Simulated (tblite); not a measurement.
## C₃H₈BF₃O₂Si: geometry relaxation (part 1 of 2)

System: C₃H₈BF₃O₂Si, SMILES COB(OC)[SiH2]C(F)(F)F.
Method: GFN2-xTB geometry optimisation, gas phase (tblite 0.8.0).

It belongs to a series of runs on one base structure; here: H on Si replaced by B(OMe)2.

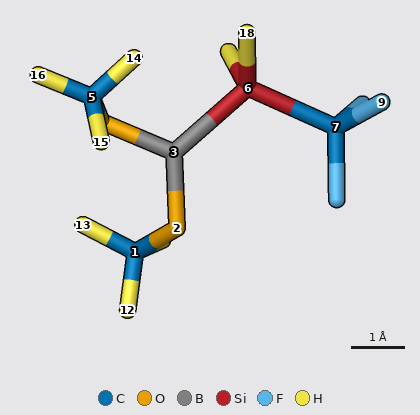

**Figure 1.** The starting structure (stick view, seen at a tilt; atoms are numbered from 1 in the order of the input). Bond lengths as drawn: B–O 1.44 to 1.49 Å, B–Si 1.91 Å, C–F 1.37 to 1.38 Å, C–H 1.09 to 1.12 Å, C–O 1.40 Å, C–Si 1.84 Å and H–Si 1.47 to 1.48 Å.

## Input
```
{"job": {"kind": "relax", "xc": "GFN2-xTB", "basis": "xTB"}, "charge": 0, "multiplicity": 1}
C     -1.640600    -1.887200    -0.178800
O     -0.851000    -1.035700     0.599000
B     -0.398800     0.092400    -0.172700
O     -1.462700     0.798200    -0.942200
C     -1.602800     2.029500    -0.299500
Si     1.382700     0.427400    -0.766800
C      2.683500    -0.602000     0.035900
F      2.206400    -1.599800     0.847500
F      3.562700     0.186300     0.755300
F      3.435300    -1.175700    -0.975300
H     -0.984400    -2.434900    -0.860300
H     -2.188600    -2.563600     0.532200
H     -2.380500    -1.261400    -0.741200
H     -0.611200     2.526000    -0.325800
H     -1.808300     1.808900     0.765400
H     -2.406400     2.636700    -0.741800
H      1.420200     0.190500    -2.220300
H      1.635600     1.870600    -0.586900
```

The first line tells a small driver script what to run in tblite; the rest is the geometry in Å.

Run on 1 CPU thread, shared host.

Run as:
```bash
OMP_NUM_THREADS=1 python <driver script> task.json out
```

## Log
```
step      E/eV     max force
  0    -973.98245    3.513
  1    -974.45141    1.178
  2    -974.58817    1.057
  3    -974.68298    0.829
  4    -974.75554    0.671
  5    -974.80877    0.789
  6    -974.89561    0.829
  7    -974.99767    1.377
  8    -975.12826    1.763
  9    -975.27136    1.514
 10    -975.39979    0.757
 11    -975.49244    0.649
 12    -975.57145    0.618
 13    -975.62750    0.601
 14    -975.67634    0.518
 15    -975.72383    0.570
 16    -975.75182    0.711
 17    -975.78650    0.384
 18    -975.80789    0.292
 19    -975.83420    0.340
 20    -975.85780    0.347
 21    -975.87756    0.328
 22    -975.89089    0.272
 23    -975.90062    0.222
 24    -975.90765    0.211
 25    -975.91415    0.174
 26    -975.91913    0.165
 27    -975.92232    0.141
 28    -975.92462    0.102
 29    -975.92659    0.128
 30    -975.92859    0.123
 31    -975.93070    0.110
 32    -975.93286    0.128
 33    -975.93498    0.132
 34    -975.93717    0.133
 35    -975.93933    0.117
 36    -975.94144    0.121
 37    -975.94344    0.119
 38    -975.94518    0.117
 39    -975.94671    0.086
 40    -975.94821    0.094
 41    -975.94950    0.081
 42    -975.95036    0.083
 43    -975.95094    0.065
 44    -975.95162    0.071
 45    -975.95264    0.089
 46    -975.95397    0.109
 47    -975.95516    0.095
 48    -975.95591    0.059
 49    -975.95637    0.048
 50    -975.95674    0.051
 51    -975.95711    0.056
 52    -975.95744    0.043
 53    -975.95771    0.040
 54    -975.95793    0.034
 55    -975.95812    0.051
 56    -975.95831    0.048
 57    -975.95850    0.031
 58    -975.95865    0.033
 59    -975.95876    0.027
 60    -975.95885    0.021
 61    -975.95894    0.022
 62    -975.95904    0.026
 63    -975.95915    0.027
 64    -975.95926    0.026
 65    -975.95939    0.029
 66    -975.95957    0.033
 67    -975.95978    0.035
 68    -975.95998    0.034
 69    -975.96010    0.021
 70    -975.96017    0.019
 71    -975.96023    0.018
 72    -975.96030    0.023
 73    -975.96037    0.023
 74    -975.96046    0.031
 75    -975.96057    0.036
 76    -975.96076    0.046
 77    -975.96112    0.079
 78    -975.96173    0.104
 79    -975.96245    0.094
 80    -975.96336    0.078
 81    -975.96445    0.116
 82    -975.96516    0.192
 83    -975.96662    0.141
 84    -975.96798    0.145
 85    -975.96956    0.165
 86    -975.97151    0.144
 87    -975.97185    0.398
 88    -975.97709    0.157
 89    -975.97997    0.106
 90    -975.97872    0.451
 91    -975.98287    0.095
 92    -975.98381    0.067
 93    -975.98503    0.259
 94    -975.98638    0.127
 95    -975.98781    0.055
 96    -975.98933    0.063
 97    -975.99002    0.104
 98    -975.99087    0.097
 99    -975.99274    0.066
100    -975.99403    0.062
101    -975.99373    0.195
102    -975.99494    0.045
103    -975.99523    0.041
104    -975.99578    0.036
105    -975.99592    0.034
106    -975.99622    0.030
107    -975.99647    0.032
108    -975.99688    0.037
109    -975.99729    0.044
110    -975.99763    0.041
111    -975.99781    0.031
112    -975.99790    0.031
113    -975.99796    0.026
114    -975.99804    0.024
115    -975.99816    0.031
116    -975.99832    0.034
117    -975.99849    0.039
118    -975.99872    0.043
119    -975.99899    0.036
120    -975.99935    0.037
121    -975.99971    0.057
122    -976.00012    0.069
123    -976.00056    0.067
124    -976.00097    0.056
125    -976.00128    0.037
126    -976.00159    0.059
127    -976.00197    0.077
128    -976.00248    0.072
129    -976.00287    0.043
130    -976.00317    0.030
131    -976.00332    0.023
132    -976.00344    0.028
133    -976.00355    0.021
134    -976.00363    0.018
135    -976.00370    0.022
136    -976.00379    0.024
137    -976.00392    0.024
138    -976.00410    0.027
139    -976.00429    0.029
140    -976.00445    0.028
141    -976.00458    0.021
142    -976.00468    0.020
143    -976.00478    0.023
144    -976.00489    0.019
145    -976.00499    0.021
146    -976.00508    0.019
147    -976.00516    0.020
148    -976.00526    0.023
149    -976.00537    0.020
150    -976.00546    0.023
151    -976.00554    0.025
152    -976.00561    0.021
153    -976.00569    0.027
154    -976.00579    0.025
155    -976.00589    0.025
156    -976.00598    0.021
157    -976.00606    0.020
158    -976.00615    0.021
159    -976.00625    0.024
160    -976.00639    0.028
161    -976.00653    0.023
162    -976.00667    0.025
163    -976.00677    0.025
164    -976.00686    0.021
165    -976.00693    0.016
166    -976.00699    0.015
167    -976.00704    0.015
168    -976.00708    0.016
169    -976.00715    0.019
170    -976.00725    0.026
171    -976.00744    0.034
172    -976.00776    0.051
173    -976.00829    0.074
174    -976.00914    0.099
175    -976.01019    0.117
176    -976.01107    0.111
177    -976.01190    0.140
178    -976.01349    0.140
179    -976.01391    0.097
180    -976.01496    0.048
181    -976.01544    0.120
182    -976.01586    0.037
183    -976.01620    0.026
184    -976.01639    0.023
185    -976.01652    0.031
186    -976.01666    0.021
187    -976.01677    0.035
188    -976.01687    0.023
189    -976.01693    0.019
190    -976.01699    0.017
191    -976.01702    0.010
```

## Trajectory as extended XYZ (Å, eV, eV/Å), 12 of the 192 frames kept, from step=0 to step=191
```
18
Properties=species:S:1:pos:R:3:forces:R:3 step=0 energy=-973.98245
C    -1.6406   -1.8872   -0.1788   -1.6880  -0.1910   0.4730
O    -0.8510   -1.0357    0.5990    1.6900   1.9930  -1.4910
B    -0.3988    0.0924   -0.1727   -3.0910  -1.6170   0.4120
O    -1.4627    0.7982   -0.9422    1.3280  -1.3080   0.6980
C    -1.6028    2.0295   -0.2995    0.4550   0.4120   0.7730
Si    1.3827    0.4274   -0.7668   -1.6040   2.0080  -0.8680
C     2.6835   -0.6020    0.0359    2.0440  -0.8830   0.6010
F     2.2064   -1.5998    0.8475    0.9290   0.8240  -0.6880
F     3.5627    0.1863    0.7553   -0.6370  -1.1440  -0.3450
F     3.4353   -1.1757   -0.9753   -0.3330   0.0200   1.2120
H    -0.9844   -2.4349   -0.8603   -0.3240  -0.1560   0.0480
H    -2.1886   -2.5636    0.5322    0.5040   0.3990  -0.7350
H    -2.3805   -1.2614   -0.7412    0.4200  -0.7260   0.1670
H    -0.6112    2.5260   -0.3258   -0.6100   0.4080  -0.0730
H    -1.8083    1.8089    0.7654   -0.3060   0.5510  -0.2010
H    -2.4064    2.6367   -0.7418    0.4030  -0.3730   0.0180
H     1.4202    0.1905   -2.2203    0.2490  -0.1110   0.0770
H     1.6356    1.8706   -0.5869    0.5730  -0.1080  -0.0790
18
Properties=species:S:1:pos:R:3:forces:R:3 step=17 energy=-975.78650
C    -1.7558   -2.0645   -0.2698    0.0060  -0.0520   0.0990
O    -0.5523   -1.3161   -0.1782   -0.1490  -0.0480  -0.1680
B    -0.4329    0.0221   -0.2415   -0.2480   0.0220  -0.2540
O    -1.5601    0.7710   -0.3778    0.0470   0.1220   0.2330
C    -1.6758    2.1639   -0.2187   -0.1090   0.0030  -0.0170
Si    1.4051    0.5920   -0.7056   -0.0550  -0.1120  -0.0160
C     2.8053   -0.5306    0.0576    0.0190  -0.2040   0.0490
F     2.2926   -1.5145    0.8227   -0.0360  -0.1900   0.1180
F     3.7109    0.0860    0.8451   -0.0660   0.1800  -0.0490
F     3.5237   -1.1489   -0.9003    0.0600  -0.0400  -0.0530
H    -1.5730   -2.9343   -0.9075    0.0810   0.1700  -0.0750
H    -2.0311   -2.4484    0.7165    0.0410   0.1770   0.0490
H    -2.5796   -1.4671   -0.6751    0.1900  -0.0260   0.0730
H    -0.7314    2.6946   -0.4024   -0.1240  -0.1680   0.1390
H    -2.0539    2.3562    0.7892    0.2670   0.0880   0.1120
H    -2.4405    2.5529   -0.8944    0.0810  -0.1840  -0.2440
H     1.5751    0.3031   -2.1349    0.0690  -0.0650  -0.1820
H     2.0649    1.8889   -0.6015   -0.0750   0.3270   0.1860
18
Properties=species:S:1:pos:R:3:forces:R:3 step=35 energy=-975.93933
C    -1.7614   -2.0653   -0.2770    0.0710   0.0370  -0.0100
O    -0.5612   -1.3283   -0.4041    0.0300  -0.0840  -0.0240
B    -0.4454    0.0090   -0.3444   -0.0050  -0.0890  -0.0760
O    -1.5552    0.7495   -0.1394   -0.0080   0.0040  -0.0260
C    -1.6562    2.1456   -0.1792    0.0030   0.0400   0.0090
Si    1.3948    0.5731   -0.8012   -0.0160  -0.0060   0.0010
C     2.7598   -0.5613    0.0349   -0.0150   0.0300   0.0220
F     2.2645   -1.5271    0.8371    0.0100   0.0050   0.0230
F     3.5996    0.1615    0.8088    0.0190  -0.0230   0.0620
F     3.5465   -1.1924   -0.8596   -0.0400  -0.0080  -0.0080
H    -1.6571   -2.9661   -0.8866   -0.0090   0.0400   0.0820
H    -1.8986   -2.3381    0.7719   -0.0620  -0.0220  -0.0610
H    -2.6129   -1.4764   -0.6241   -0.0010  -0.0190   0.0680
H    -0.7003    2.6242   -0.4036    0.0640  -0.0220   0.0000
H    -2.0202    2.5021    0.7861   -0.0170  -0.0030   0.0260
H    -2.3780    2.4159   -0.9530   -0.0240   0.0200  -0.0030
H     1.7643    0.3781   -2.2089   -0.0100   0.0590  -0.0810
H     1.9084    1.9026   -0.4341    0.0090   0.0410  -0.0020
18
Properties=species:S:1:pos:R:3:forces:R:3 step=52 energy=-975.95744
C    -1.7647   -2.0740   -0.2545    0.0020   0.0080   0.0000
O    -0.5563   -1.3711   -0.4619   -0.0100  -0.0030  -0.0080
B    -0.4370   -0.0332   -0.4250    0.0080  -0.0030  -0.0380
O    -1.5388    0.7147   -0.1907   -0.0210  -0.0010  -0.0040
C    -1.6080    2.1144   -0.1822    0.0030  -0.0060  -0.0060
Si    1.3907    0.5998   -0.8485   -0.0180  -0.0110   0.0300
C     2.7198   -0.5403    0.0374   -0.0010   0.0080   0.0000
F     2.1810   -1.4765    0.8482   -0.0110   0.0080   0.0070
F     3.5638    0.1674    0.8205    0.0180  -0.0010  -0.0060
F     3.5003   -1.2127   -0.8313    0.0010  -0.0010  -0.0090
H    -1.7193   -2.9928   -0.8394    0.0120  -0.0050  -0.0010
H    -1.8634   -2.3207    0.8036    0.0050  -0.0140   0.0210
H    -2.6202   -1.4719   -0.5631   -0.0130  -0.0010   0.0010
H    -0.6355    2.5697   -0.3863   -0.0020   0.0160   0.0000
H    -1.9652    2.4428    0.7967   -0.0070  -0.0040  -0.0130
H    -2.3208    2.4309   -0.9479    0.0030   0.0130   0.0210
H     1.8240    0.5298   -2.2501    0.0090  -0.0230  -0.0260
H     1.8411    1.9299   -0.4020    0.0230   0.0200   0.0310
18
Properties=species:S:1:pos:R:3:forces:R:3 step=69 energy=-975.96010
C    -1.7596   -2.0821   -0.2494    0.0020   0.0060  -0.0010
O    -0.5649   -1.3662   -0.4901    0.0050  -0.0030   0.0110
B    -0.4467   -0.0283   -0.4604    0.0050   0.0020  -0.0170
O    -1.5499    0.7220   -0.2374    0.0080   0.0080   0.0080
C    -1.6111    2.1214   -0.1888   -0.0060   0.0080   0.0050
Si    1.3916    0.6029   -0.8484   -0.0140   0.0090   0.0070
C     2.7134   -0.5428    0.0399    0.0070   0.0010   0.0000
F     2.1750   -1.4550    0.8779   -0.0100   0.0060   0.0030
F     3.5846    0.1642    0.7931    0.0120   0.0000   0.0010
F     3.4669   -1.2420   -0.8317   -0.0050  -0.0200  -0.0030
H    -1.7163   -3.0026   -0.8318    0.0000  -0.0010   0.0000
H    -1.8251   -2.3265    0.8127    0.0110  -0.0110   0.0020
H    -2.6333   -1.4947   -0.5345    0.0030   0.0120  -0.0130
H    -0.6382    2.5825   -0.3794    0.0000  -0.0160  -0.0090
H    -1.9648    2.4210    0.8002   -0.0070   0.0040   0.0080
H    -2.3258    2.4673   -0.9392    0.0000  -0.0080  -0.0050
H     1.8544    0.5421   -2.2429   -0.0070   0.0020   0.0040
H     1.8411    1.9230   -0.3662   -0.0010   0.0020  -0.0010
```
